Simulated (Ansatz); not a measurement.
# doublet CH5AlO+ at 3 levels

We compute a comparison of 3 runs (UB3LYP/6-31G*, UCAM-B3LYP/aug-cc-pVDZ, UCCSD(T)/aug-cc-pVDZ) of doublet CH5AlO+. 

The results are computed with Ansatz 0.2.0.

42 further runs of the same task are left out: 42 set aside as unsound or not needed.

## (1) The system as given

CH5AlO+ has 8 atoms, charge +1, and is taken as a doublet. SMILES of the parent species: `[CH3][AlH][OH]`. The shape is that of a PBE0-D4/def2-TZVP optimisation. This is one conformer, not always the lowest. That shape belongs to the parent species and isn't relaxed for this state.

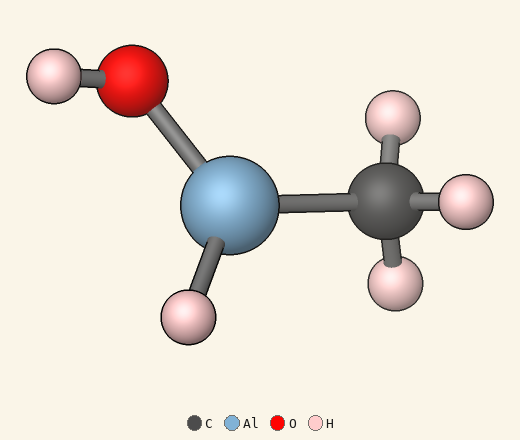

Viewed from a chosen angle; carbon dark grey, aluminium light blue, oxygen red, hydrogen pink.

## (2) The energy at UB3LYP/6-31G(d) (spherical functions) (run 1)

Input file job.yaml:

```yaml
crystal:
  periodic: [false, false, false]
  atoms:
    - symbol: C
      position_ang: [-0.777900, 0.982200, -0.070900]
    - symbol: Al
      position_ang: [0.579700, -0.394200, -0.239900]
    - symbol: O
      position_ang: [0.544600, -1.676400, 0.876800]
    - symbol: H
      position_ang: [-0.325100, 1.954500, 0.149300]
    - symbol: H
      position_ang: [-1.491400, 0.755400, 0.724300]
    - symbol: H
      position_ang: [-1.335700, 1.105000, -1.004800]
    - symbol: H
      position_ang: [1.716800, -0.394500, -1.350200]
    - symbol: H
      position_ang: [1.181200, -2.389100, 0.859500]
basis:
  gaussian:
    orbitals: 6-31G_st_-spherical.json
total_charge: 1
magnetization:
  spin_polarized: true
  initial_magnetization: 1
hamiltonian:
  xc: {name: B3LYP}
accuracy: high
output: {orbitals: {seedname: orbitals}}
```

The basis set 6-31G* is read from a file made from the Basis Set Exchange's data (not shown).

On the command line:

```bash
$ ansatz run job.yaml --threads 1 --pin off --max-ram 3480MiB --events-out events.jsonl --progress --plain --runs-dir runs
```

Output:

```text
Warning: RAYON_NUM_THREADS=1 ignored (pool sized by the plan → 1); use --threads N
Functional definition: B3LYP
  name "B3LYP"
  parameter a0 = 0.2
  parameter ax = 0.72
  parameter ac = 0.81
  exchange = (1 - a0 - ax)*slater_x + ax*b88_x + a0*exact_x
  correlation = (1 - ac)*vwn_rpa_c + ac*lyp_c
1265 factors; integrals over basis functions are off by at most 3.4e-9 eV
mean field evaluation 1: about -9730.4980 eV, gradient 7.3e1 eV
mean field evaluation 2: about -9614.2333 eV, gradient 1.4e2 eV
mean field evaluation 4: about -9750.9205 eV, gradient 2.1e1 eV
mean field evaluation 8: about -9753.7427 eV, gradient 9.1e-1 eV
mean field evaluation 16: about -9753.7531 eV, gradient 1.3e-3 eV
mean field evaluation 32: about -9753.7531 eV, gradient 6.0e-8 eV
mean field -9753.75311613 eV, -358.4438156865 hartree, gradient 6.1e-8 eV, S^2 0.761616; 2 other end points of the search recorded, 0 dependent functions left out
reference -9753.75315563 eV, -358.4438171380 hartree; 16, 15 occupied and 40, 41 virtual orbitals, 1265 factors
Total energy: -9753.75315563 eV, -358.4438171380 hartree
```

Wall time 9.9 s (1 thread of Arm Neoverse V2, shared host); peak memory 0.22 GiB.

## (3) The energy at UCAM-B3LYP/aug-cc-pVDZ (run 2)

Input file run.yaml:

```yaml
crystal:
  periodic: [false, false, false]
  atoms:
    - symbol: C
      position_ang: [-0.777900, 0.982200, -0.070900]
    - symbol: Al
      position_ang: [0.579700, -0.394200, -0.239900]
    - symbol: O
      position_ang: [0.544600, -1.676400, 0.876800]
    - symbol: H
      position_ang: [-0.325100, 1.954500, 0.149300]
    - symbol: H
      position_ang: [-1.491400, 0.755400, 0.724300]
    - symbol: H
      position_ang: [-1.335700, 1.105000, -1.004800]
    - symbol: H
      position_ang: [1.716800, -0.394500, -1.350200]
    - symbol: H
      position_ang: [1.181200, -2.389100, 0.859500]
basis:
  gaussian:
    orbitals: aug-cc-pVDZ
total_charge: 1
magnetization:
  spin_polarized: true
  initial_magnetization: 1
hamiltonian:
  xc: {name: CAM-B3LYP}
accuracy: high
output: {orbitals: {seedname: orbitals}}
```

On the command line:

```bash
$ ansatz run run.yaml --threads 1 --pin off --max-ram 3480MiB --events-out events.jsonl --progress --plain --runs-dir runs
```

Output:

```text
Warning: RAYON_NUM_THREADS=1 ignored (pool sized by the plan → 1); use --threads N
Functional definition: CAM-B3LYP
  name "CAM-B3LYP"
  parameter alpha = 0.19
  parameter beta = 0.46
  parameter omega = 0.33/bohr
[... 1 set-up line as earlier in the session ...]
  exchange = (1 - alpha - beta)*b88_x + beta*b88_x_sr(omega) + alpha*exact_x + beta*exact_x_lr(omega)
  correlation = (1 - ac)*vwn5_c + ac*lyp_c
2328 factors; integrals over basis functions are off by at most 3.4e-9 eV
624 factors; integrals over basis functions are off by at most 1.9e-9 eV
mean field evaluation 1: about -9730.9608 eV, gradient 7.2e1 eV
mean field evaluation 2: about -9661.9352 eV, gradient 1.3e2 eV
mean field evaluation 4: about -9751.7423 eV, gradient 1.1e1 eV
mean field evaluation 8: about -9752.5781 eV, gradient 8.2e-1 eV
mean field evaluation 16: about -9752.5936 eV, gradient 1.3e-2 eV
mean field evaluation 32: about -9752.5936 eV, gradient 1.7e-6 eV
mean field -9752.59356950 eV, -358.4012031338 hartree, gradient 4.9e-8 eV, S^2 0.769420; 4 other end points of the search recorded, 0 dependent functions left out
reference -9752.59360020 eV, -358.4012042619 hartree; 16, 15 occupied and 102, 103 virtual orbitals, 2328 factors
Total energy: -9752.59360020 eV, -358.4012042619 hartree
```

Wall time 32 s (1 thread of Arm Neoverse V2, shared host); peak memory 0.62 GiB.

## (4) A single-point energy at UCCSD(T)/aug-cc-pVDZ (run 3)

Input file molecule.yaml:

```yaml
crystal:
  periodic: [false, false, false]
  atoms:
    - {symbol: C, position_ang: [-0.777900, 0.982200, -0.070900]}
    - {symbol: Al, position_ang: [0.579700, -0.394200, -0.239900]}
    - {symbol: O, position_ang: [0.544600, -1.676400, 0.876800]}
    - {symbol: H, position_ang: [-0.325100, 1.954500, 0.149300]}
    - {symbol: H, position_ang: [-1.491400, 0.755400, 0.724300]}
    - {symbol: H, position_ang: [-1.335700, 1.105000, -1.004800]}
    - {symbol: H, position_ang: [1.716800, -0.394500, -1.350200]}
    - {symbol: H, position_ang: [1.181200, -2.389100, 0.859500]}
basis:
  gaussian: {orbitals: aug-cc-pVDZ}
total_charge: 1
magnetization: {spin_polarized: true, initial_magnetization: 1}
correlation: {method: ccsd_t, frozen_orbitals: {Al: 5, C: 1, H: 0, O: 1}}
accuracy: high
scf: {omitted_lower_state_checks: [cluster_reference, increment]}
```

On the command line:

```bash
$ ansatz run molecule.yaml --threads 1 --pin off --max-ram 3480MiB --events-out events.jsonl --progress --plain --runs-dir runs
```

Output:

```text
Warning: RAYON_NUM_THREADS=1 ignored (pool sized by the plan → 1); use --threads N
[... 13 lines left out ...]
7 core orbitals not correlated: weight in the atoms' cores, before any rotation towards them, 1.000 or more for the frozen orbitals, at most 0.000 for the correlated occupied ones
[... 35 lines left out ...]
Total energy: -9734.01662409 eV, -357.7185129820 hartree
Checks for a lower state left out: cluster_reference, increment
```

It took 2.6 min on 1 thread of Arm Neoverse V2, shared host; peak memory 2.4 GiB.

## (5) All runs side by side

| run | level | frozen core orbitals | energy (Eh) | HOMO energy (eV) | LUMO energy (eV) | ⟨S²⟩ | wall time |
| --- | --- | --- | --- | --- | --- | --- | --- |
| 1 | UB3LYP/6-31G* (spherical functions) | – | -358.443817 | -14.57 | -12.65 | 0.762 | 9.9 s |
| 2 | UCAM-B3LYP/aug-cc-pVDZ | – | -358.401204 | -16.18 | -11.52 | 0.769 | 32 s |
| 3 | UCCSD(T)/aug-cc-pVDZ | 7 | -357.718513 | – | – | 0.794 | 2.6 min |

## (6) Summary of results

```
                                          quantity          value
                               run 3: total energy  -357.71851 Eh
run 3: correlation energy (7 core orbitals frozen)     -447.5 mEh
                             run 3: (T) correction     -13.02 mEh
          run 3: ⟨S²⟩ of the reference determinant          0.794
                              run 3: T1 diagnostic          0.042
```

In words: Totals of different functionals can't be ranked against each other. All runs together took 3.3 min, the longest 2.6 min.
